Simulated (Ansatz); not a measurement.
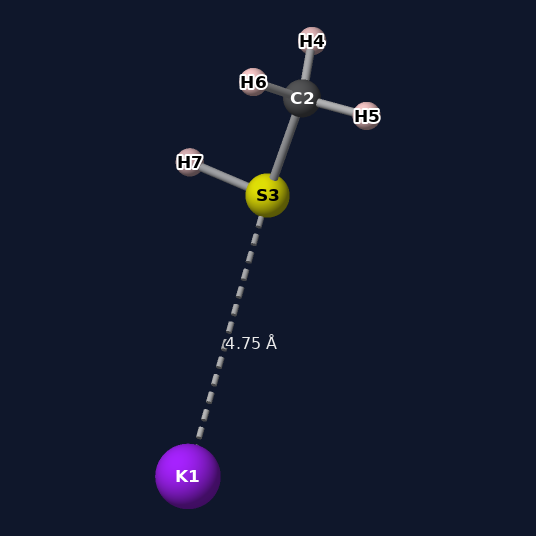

Two molecules or ions; the broken line marks their closest contact (measured against van der Waals radii). State: charge +1, singlet. Geometry: a pair of rigid molecules at a changed separation. Program: Ansatz 0.2.0.

Which two species are they?

K and CH4S (`CS.[K+]`).

Give the counterpoise-corrected interaction energy (kJ/mol, monomers kept as in the pair) with RHF-CCSD(T) (frozen core)/def2-TZVPPD; ωB97M-V/def2-TZVPPD.

```json
{"level": "RHF-CCSD(T) (frozen core)/def2-TZVPPD", "interaction energy (kJ/mol)": "−24.5"}
{"level": "ωB97M-V/def2-TZVPPD", "interaction energy (kJ/mol)": "−25.4"}
```
